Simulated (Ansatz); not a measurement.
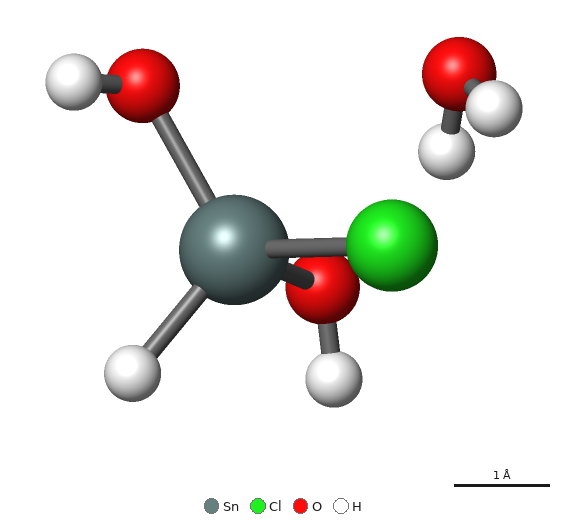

Starting structure of SnH$_{5}$O$_{3}$Cl. Style: ball-and-stick. Shown at a tilt.

The run prepares an end point of a later path (reaction) calculation, from a guessed geometry.

These are results of RKS PBE-D4/def2-SVP (Ansatz), not measurements.

The input:
```yaml
crystal:
  periodic: [false, false, false]
  atoms:
    - { symbol: Sn, position_ang: [-0.177163, -0.129688, -0.016699] }
    - { symbol: Cl, position_ang: [-0.357941, -0.285973, 2.375476] }
    - { symbol: O, position_ang: [1.774942, 0.002659, -0.487422] }
    - { symbol: H, position_ang: [2.162544, -0.895493, -0.522144] }
    - { symbol: O, position_ang: [-1.09385, 1.468789, -0.762988] }
    - { symbol: H, position_ang: [-2.045695, 1.269087, -0.870733] }
    - { symbol: H, position_ang: [-0.841559, -1.607348, -0.632341] }
    - { symbol: O, position_ang: [1.575011, 2.15873, 1.256255] }
    - { symbol: H, position_ang: [2.07859, 1.479791, 0.752796] }
    - { symbol: H, position_ang: [1.297122, 1.656346, 2.063999] }
basis:
  gaussian: { orbitals: def2-SVP }
hamiltonian:
  xc: pbe
  dispersion: d4
relax:
  f_tol: 0.03
  max_steps: 50
output:
  orbitals: {}
```

Command:
```bash
ansatz run input.yaml --threads 4 --pin off --max-ram 5120MiB --backend cpu --events-out ev --progress --plain --runs-dir out
```

**Predict the outcome.**

After 10 geometry steps the energy has fallen by 24.9 kJ/mol. The largest force component goes from 0.48 to 0.017 eV/Å. The atom that moves furthest after the best rigid fit is O8 (0.49 Å). Largest moves by element: O 0.49 Å, Sn 0.29 Å, H 0.27 Å, Cl 0.16 Å. Near-neighbour distances that change, for instance: Sn1–O8 3.151 → 2.404 Å, Sn1–H9 2.876 → 2.576 Å, Sn1–O3 2.012 → 2.032 Å, Sn1–H7 1.733 → 1.749 Å. New bonds form, among them: Sn1–O8 (3.15 → 2.40 Å). Bond angles that change, for instance: O3–Sn1–O5 107.9° → 116.5°, O3–Sn1–H7 110.2° → 103.2°, O5–Sn1–H7 112.0° → 106.6°. Groups turn about Sn1–O5 by about 30°, Sn1–O3 by about 20°.

Final geometry:

```xyz
10

Sn   -0.0506    0.0582    0.1614
Cl   -0.3125   -0.3101    2.5299
O     1.8985   -0.0619   -0.4019
H     2.1117   -0.9390   -0.7726
O    -1.1025    1.5899   -0.5793
H    -1.8640    1.2060   -1.0596
H    -0.7505   -1.3990   -0.5059
O     1.2217    1.8895    1.0597
H     2.0423    1.4525    0.7176
H     1.1780    1.6309    2.0069
```

After the run, drawn alike:

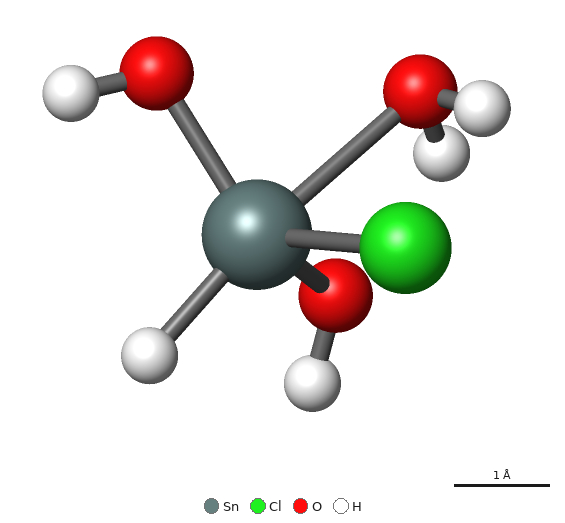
